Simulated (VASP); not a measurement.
Input:

```xyz
3
Lattice="0.0000 3.3809 3.3809 3.3809 0.0000 3.3809 3.3809 3.3809 0.0000" Properties=species:S:1:pos:R:3 pbc="T T T"
Mg     1.6904     1.6904     1.6904
Mg     5.0713     5.0713     5.0713
Sn     3.3809     6.7617     3.3809
```

Computed with optB86b-vdW, VASP's PBE PAW potentials (set 64) (plane waves; VASP). Settings: 520 eV cut-off, 9×9×9 Γ-centred mesh, tetrahedra with Blöchl corrections, potentials Mg Sn_d.

Unless said otherwise, spin-orbit coupling is left out, though it shifts the bands of the heavy elements here.

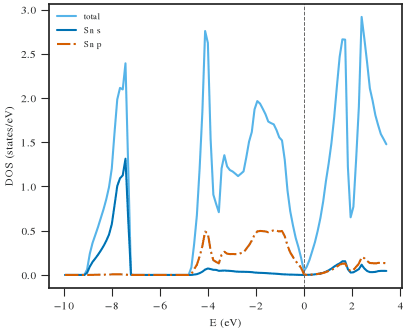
*Total and projected density of states, zero at the Fermi level*

Within 2 eV below the Fermi level the largest weight inside VASP's projection spheres is Sn p.

It has no gap at this level: it comes out as a metal or semimetal.

The compound is Mg2Sn in the antifluorite structure. It was relaxed first.
